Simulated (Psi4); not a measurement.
# C2H5AlO (SMILES [CH3][Al]1[CH2][O]1): M06-2X/6-31G(d) (spherical functions)

What is the vertical ionisation energy of C2H5AlO at M06-2X/6-31G* (spherical functions)? 

The calculation is run with Psi4 1.11.

1 further run of the same task is left out (set aside as unsound or not needed).

## Step 1: Starting point

C2H5AlO: 9 atoms, total charge 0, spin state singlet. As SMILES, `[CH3][Al]1[CH2][O]1`. The coordinates come from a PBE0-D4/def2-TZVP relaxation.

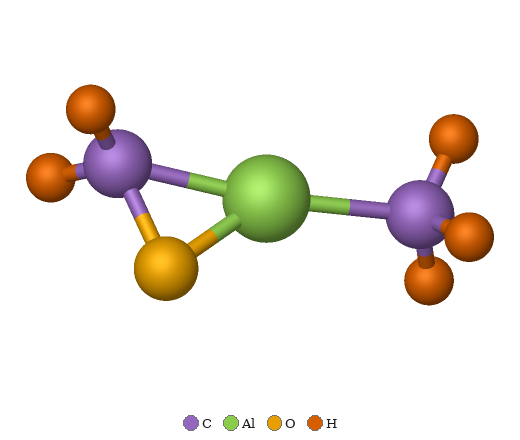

Viewed from a chosen angle; carbon purple, aluminium green, oxygen amber, hydrogen orange.

## Step 2: Energy and gradient at M06-2X/6-31G(d) (spherical functions)

Contents of job.json:

```json
{
 "schema_name": "qcschema_input",
 "schema_version": 1,
 "molecule": {
  "schema_name": "qcschema_molecule",
  "schema_version": 2,
  "symbols": ["C", "Al", "C", "O", "H", "H", "H", "H", "H"],
  "geometry": [-1.26781726, 2.49481643, -2.0437388, 0.09694295, -0.14494199, 0.08352589, 1.28255712, -2.41922738, 2.54980746, 1.49156083, -3.0415142, -0.18500419, 0.07502213, 2.97631865, -3.53775628, -1.70113146, 4.20653035, -0.97793327, -3.00693221, 1.84588448, -2.95194118, 0.07275446, -3.74260259, 3.56723601, 3.12409523, -2.26275806, 3.46349004],
  "molecular_charge": 0,
  "molecular_multiplicity": 1,
  "fix_symmetry": "c1"
 },
 "driver": "gradient",
 "model": {
  "method": "m06-2x",
  "basis": "6-31G*"
 },
 "keywords": {
  "reference": "rks",
  "puream": true,
  "e_convergence": 1e-09,
  "d_convergence": 1e-08,
  "scf_type": "pk",
  "dft_radial_points": 99,
  "dft_spherical_points": 590
 }
}
```

On the command line:

```sh
$ psi4 --qcschema job.json -n 1 --memory 2200MB
```

stdout:

```text
[...]
  Running in c1 symmetry.
[...]
  Nuclear repulsion =  145.500629799739670
[...]
  Multiplicity = 1
[...]
  Nalpha       = 19
  Nbeta        = 19
[...]
    Number of basis functions: 70
[...]
   @RKS iter   1:  -396.41437912738161   -5.16585e-01   1.13135e-02 ADIIS/DIIS
[...]
   @RKS iter  12:  -396.73568979327194   -4.54747e-12   4.14804e-09 DIIS
[...]
    Orbital Energies [Eh]
    ---------------------
    Doubly Occupied:
       1A    -56.841010     2A    -19.595373     3A    -10.549159
       4A    -10.537344     5A     -4.375009     6A     -2.877574
       7A     -2.874102     8A     -2.872035     9A     -1.064651
      10A     -0.791029    11A     -0.697638    12A     -0.488955
      13A     -0.483071    14A     -0.482182    15A     -0.480328
      16A     -0.440081    17A     -0.380539    18A     -0.322562
      19A     -0.266338
[...]
  @RKS Final Energy:  -396.73568979327194
   => Energetics <=
    Nuclear Repulsion Energy =            145.5006297997396700
    One-Electron Energy =                -835.9564540306198523
    Two-Electron Energy =                 312.8349561184467120
    DFT Exchange-Correlation Energy =     -19.1148216808385243
    Empirical Dispersion Energy =           0.0000000000000000
    VV10 Nonlocal Energy =                  0.0000000000000000
    Total Energy =                       -396.7356897932719448
[...]
 Multipole Moments:
 ------------------------------------------------------------------------------------
     Multipole            Electronic (a.u.)      Nuclear  (a.u.)        Total (a.u.)
 ------------------------------------------------------------------------------------
 L = 1.  Multiply by 2.5417464519 to convert [e a0] to [Debye]
 Dipole X            :          0.8840030           -1.4534531           -0.5694501
 Dipole Y            :         -1.7431485            2.9078582            1.1647097
 Dipole Z            :          0.3197313           -0.3945048           -0.0747734
 Magnitude           :                                                    1.2986197
[...]
  -Total Gradient:
     Atom            X                  Y                   Z
    ------   -----------------  -----------------  -----------------
       1        0.000130145446    -0.000180667114     0.000394222828
       2        0.002788598090    -0.005754049235     0.002112453737
       3       -0.000984252549     0.001814091289    -0.002387428184
       4       -0.001786551492     0.003631940041    -0.000976492134
       5       -0.000160465628    -0.000275010654     0.000531634365
       6        0.000103571192    -0.000576173503    -0.000382048904
       7        0.000510452240    -0.000009240286     0.000446465891
       8        0.000062731838     0.000712031558     0.000143670194
       9       -0.000548680565     0.000391710552     0.000174812390
[...]
```

It took 73 s on 1 thread of AMD EPYC 7R43 (Zen 3), shared host; peak memory 1.2 GiB.

## Step 3: The doublet cation

Contents of c2h5alo.in:

```
memory 2200 mb

molecule mol {
  1 2
  C     -1.26781726     2.49481643    -2.04373880
  Al     0.09694295    -0.14494199     0.08352589
  C      1.28255712    -2.41922738     2.54980746
  O      1.49156083    -3.04151420    -0.18500419
  H      0.07502213     2.97631865    -3.53775628
  H     -1.70113146     4.20653035    -0.97793327
  H     -3.00693221     1.84588448    -2.95194118
  H      0.07275446    -3.74260259     3.56723601
  H      3.12409523    -2.26275806     3.46349004
  units au
  symmetry c1
}

set reference uks
set puream true
set e_convergence 1e-09
set d_convergence 1e-08
set scf_type pk
set dft_radial_points 99
set dft_spherical_points 590
set maxiter 100

result, w = gradient('m06-2x/6-31G*', return_wfn=True)
```

On the command line:

```sh
$ psi4 c2h5alo.in c2h5alo.out -n 1
```

c2h5alo.out, cut to the lines that bear on the results:

```text
[...]
  Running in c1 symmetry.
[...]
  Nuclear repulsion =  145.500629799739670
[...]
  Multiplicity = 2
[...]
  Nalpha       = 19
  Nbeta        = 18
[...]
    Number of basis functions: 70
[...]
   @UKS iter   1:  -396.22335773429427   -3.25564e-01   8.88857e-03 DIIS/ADIIS
[...]
   @UKS iter  15:  -396.42403044755861   -2.27374e-12   4.76818e-09 DIIS
[...]
   @S^2 Observed:                7.543481632E-01
[...]
  @UKS Final Energy:  -396.42403044755861
   => Energetics <=
    Nuclear Repulsion Energy =            145.5006297997396700
    One-Electron Energy =                -826.2229265419578041
    Two-Electron Energy =                 303.2408906577157381
    DFT Exchange-Correlation Energy =     -18.9426243630562965
    Empirical Dispersion Energy =           0.0000000000000000
    VV10 Nonlocal Energy =                  0.0000000000000000
    Total Energy =                       -396.4240304475586072
[...]
 Multipole Moments:
 ------------------------------------------------------------------------------------
     Multipole            Electronic (a.u.)      Nuclear  (a.u.)        Total (a.u.)
 ------------------------------------------------------------------------------------
 L = 1.  Multiply by 2.5417464519 to convert [e a0] to [Debye]
 Dipole X            :          1.1669954           -1.4534531           -0.2864577
 Dipole Y            :         -2.2562211            2.9078582            0.6516371
 Dipole Z            :          1.3192419           -0.3945048            0.9247371
 Magnitude           :                                                    1.1669737
[...]
  -Total Gradient:
     Atom            X                  Y                   Z
    ------   -----------------  -----------------  -----------------
       1        0.001472434603    -0.002149626330    -0.006893588396
       2        0.029105090006    -0.056139646490     0.060130378703
       3       -0.041029183113     0.085569239256     0.014561790181
       4        0.002470891040    -0.009650917564    -0.065260068037
       5       -0.003741849050     0.002154641038    -0.001056983677
       6        0.000049232853    -0.000776564714    -0.000743517045
       7        0.000906105311     0.003048149205    -0.001508385743
       8        0.012263829329    -0.007724253182     0.000129685488
       9       -0.001471186849    -0.014393236053     0.000603722888
[...]
```

Run time: 2.1 min. Hardware: 1 thread of AMD EPYC 7R43 (Zen 3), shared host; peak memory 1.2 GiB.

## Step 4: Outcome

Level: M06-2X/6-31G* (spherical functions).

| quantity | value |
| --- | --- |
| singlet C2H5AlO: total energy | -396.73569 Eh |
| singlet C2H5AlO: dipole moment | 3.30 D |
| singlet C2H5AlO: HOMO energy | -7.25 eV |
| singlet C2H5AlO: LUMO energy | 0.20 eV |
| singlet C2H5AlO: HOMO–LUMO gap | 7.45 eV |
| singlet C2H5AlO: largest force on an atom | 0.346 eV/Å |
| doublet cation: total energy | -396.42403 Eh |
| doublet cation: HOMO energy (highest over α and β) | -15.61 eV |
| doublet cation: LUMO energy (lowest over α and β) | -9.74 eV |
| doublet cation: ⟨S²⟩ | 0.754 |
| doublet cation: largest force on an atom | 4.937 eV/Å |
| vertical ionisation energy (to the doublet cation) | 8.481 eV |

**Reading.** Removing an electron at fixed nuclei costs 8.48 eV (196 kcal/mol). The largest force (singlet C2H5AlO) is 0.35 eV/Å: the shape isn't a stationary point for this species at this level. The negative HOMO energy of the first species, 7.25 eV, lies 1.23 eV below that difference.
